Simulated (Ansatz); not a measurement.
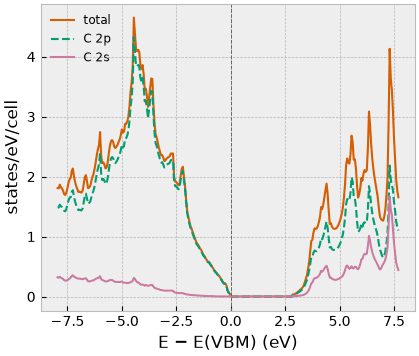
Total and projected density of states of C in space group Ia-3 (No. 206; C on 16c), DFT-r²SCAN in the program Ansatz with PAW potentials

Which orbitals carry the states next to the gap?

Top 1 eV of the valence band: C 2p 99 %. Bottom 1 eV of the conduction band: C 2p 76 %, C 2s 19 %. Projections are on Löwdin-orthogonalised atomic valence shells; empty p or d shells of many metals are not among them.

Where is the tallest occupied peak in this window, and what makes it?

Near -4.5 eV, about 4.7 states/eV per cell; the largest projected share is C 2p.

The start of the workflow was typed in or built on a structure type; neither database checked (COD, Materials Project) lists it. It is not the phase usual at ambient conditions (space group No. 194, 227). Symmetry was held in the r²SCAN relaxation; whether a distortion lowers the energy is not shown.

Potentials: the later of the program's two PAW sets.
